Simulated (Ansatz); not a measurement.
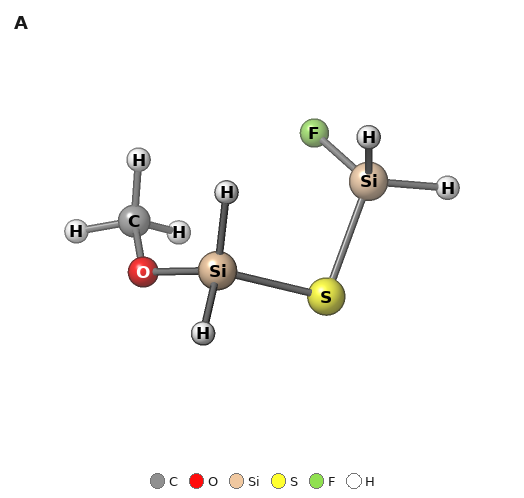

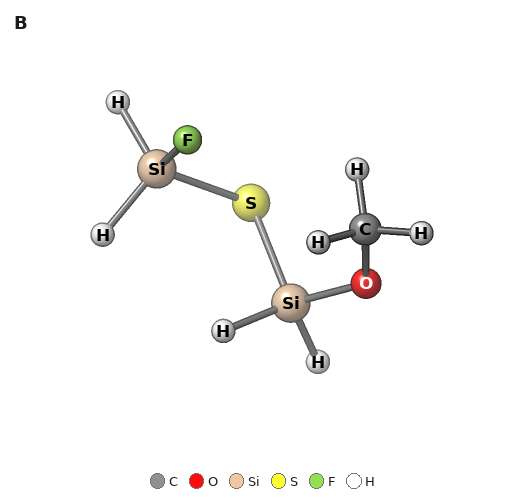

Depth is shown by fading: the farther an atom, the more it takes the colour of the background. Computed geometry: PBE0-D4/def2-TZVP optimisation.

Are A and B the same structure? If not, how do they differ?

No. They are mirror images that no rotation superimposes: the geometry of CH7FOSSi2 is chiral (C1), and the handedness lies in its shape, not in a labelled carbon stereocentre. Their energies are equal.
